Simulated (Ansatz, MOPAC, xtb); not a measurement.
Bond stretch in HO₄Re, SMILES [O]=[Re](=[O])(=[O])[OH]. The Re1–O5 bond (Re1 also carries O, O, O; O5 carries H) is stretched with both fragments frozen at the PBE0/def2-TZVP, def2 effective core potentials past Kr optimised geometry.

```
6

Re     0.0000     0.0000     0.0000
O      0.0000     1.5869    -0.5925
O      1.3744    -0.7926    -0.5939
O     -1.3743    -0.7925    -0.5943
O      0.0000     0.0000     1.8220
H     -0.0020     0.0018     2.7746
```

- RKS-PBE = restricted PBE/def2-TZVP, def2 effective core potentials past Kr run with Ansatz (a quantum-chemistry and plane-wave program)
- UKS-PBE = unrestricted PBE/def2-TZVP, def2 effective core potentials past Kr (Ansatz)
- GFN1-xTB (xtb)
- PM6, restricted, heats of formation (MOPAC)
- UKS-BLYP = unrestricted BLYP/def2-TZVP, def2 effective core potentials past Kr (Ansatz)

Energies are in kJ/mol, each relative to the lowest point of its own curve near equilibrium.

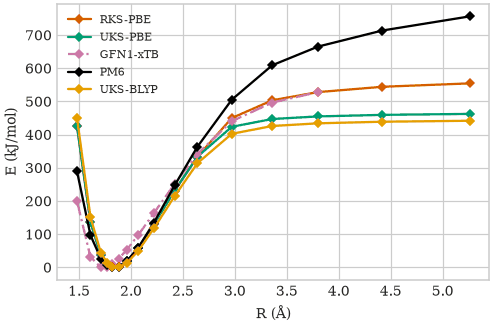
Figure: Energy against bond length for each method.

| R / Å | RKS-PBE | UKS-PBE | GFN1-xTB | PM6 | UKS-BLYP |
|---|---|---|---|---|---|
| 1.48 | 426.4 | 426.4 | 199.5 | 289.7 | 451.2 |
| 1.61 | 136.5 | 136.5 | 31.1 | 96.8 | 151.0 |
| 1.71 | 36.4 | 36.4 | 0.0 | 26.2 | 44.3 |
| 1.77 | 9.2 | 9.2 | 1.6 | 6.4 | 13.6 |
| 1.82 | 0.0 | 0.0 | 9.9 | 0.0 | 1.7 |
| 1.88 | 1.2 | 1.2 | 25.7 | 2.2 | 0.0 |
| 1.96 | 17.8 | 17.8 | 53.1 | 18.6 | 13.2 |
| 2.07 | 58.4 | 58.4 | 97.6 | 59.2 | 49.9 |
| 2.22 | 129.8 | 129.8 | 163.5 | 134.5 | 117.1 |
| 2.42 | 231.2 | 231.2 | 251.6 | 247.0 | 214.5 |
| 2.64 | 333.7 | 333.7 | 342.1 | 363.8 | 314.1 |
| 2.97 | 449.9 | 423.6 | 440.5 | 505.2 | 402.4 |
| 3.36 | 503.6 | 447.1 | 496.6 | 609.2 | 426.0 |
| 3.80 | 528.1 | 454.9 | 528.1 | 665.3 | 434.1 |
| 4.42 | 544.2 | 459.6 | — | 713.8 | 438.9 |
| 5.26 | 554.5 | 462.5 | — | 756.4 | 441.8 |

At the longest distance, 5.26 Å, PM6 lies highest above its minimum (756.4 kJ/mol) and UKS-BLYP lowest (441.8 kJ/mol).

Dashes: no converged value, or the column stops at the first point that the program doubted or that broke a chosen test of continuity, which isn't proof of a fault.

The restricted form behind RKS-PBE, PM6 keeps the bonding electrons paired and can't separate into open-shell fragments. The unrestricted determinant behind UKS-PBE, UKS-BLYP is spin-contaminated at 2.97 to 5.26 Å (<S²> up to 1.0, against 0.00 for a pure singlet).
